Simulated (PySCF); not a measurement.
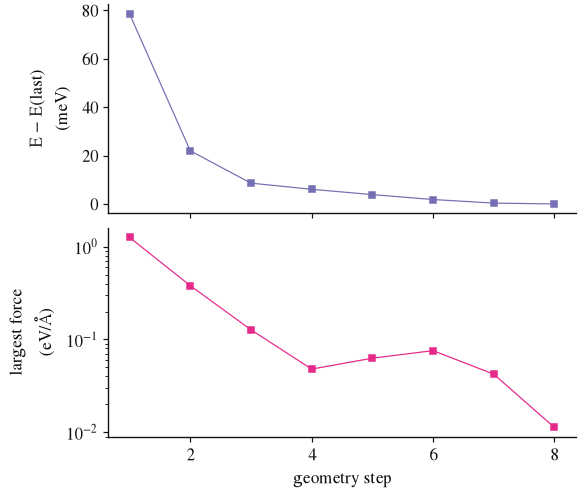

History of a geometry optimisation.

- system: s-BuOMe (SMILES CC[C@H](C)OC)
- method: PBE0-D3(BJ)/def2-SVP, geometry optimisation (PySCF 2.14.0, density fitting)

Question: How did the optimisation end?

Answer: The optimisation met its thresholds at geometry 8, counting the start as the first. The energy fell by about 79 meV from the first step to the last. The largest force goes from about 1.3 eV/Å at the start to 0.011 eV/Å at the end.
